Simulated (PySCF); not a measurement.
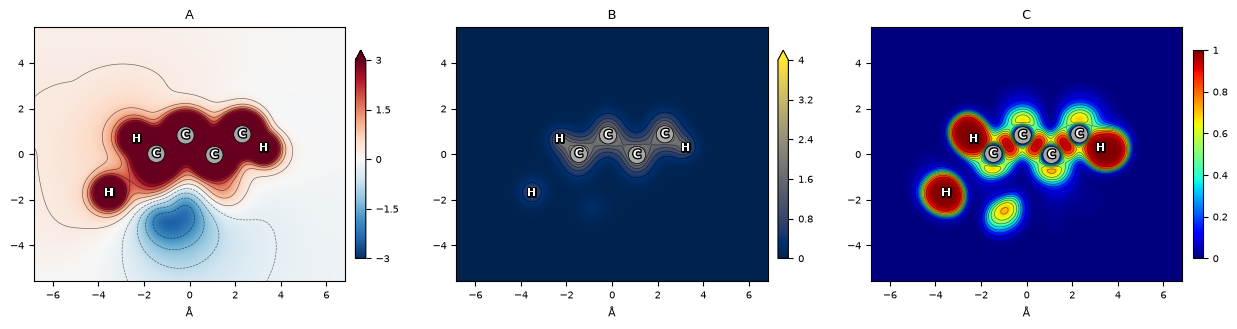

C6H16OSSi: 3 fields on the plane of atoms C5, C6 and C7, with unlabelled colour scales. Grey discs cover the atomic cores.

Geometry: GFN2-xTB.

Computed with PySCF 2.14.0, PBE0/pcSseg-1, SCF density, gas phase, non-relativistic.

> Match the panels to the quantities (electron density, electron localisation function and electrostatic potential).

Panel A: electrostatic potential (strongly positive close to the atoms, with negative regions outside electron-rich atoms). Panel B: electron density. Panel C: electron localisation function. From the grid: C–C (1.52 Å): ρ at the midpoint is about 1.7 e/Å³; the ELF peaks at about 0.95 between the atoms: a covalent bond.
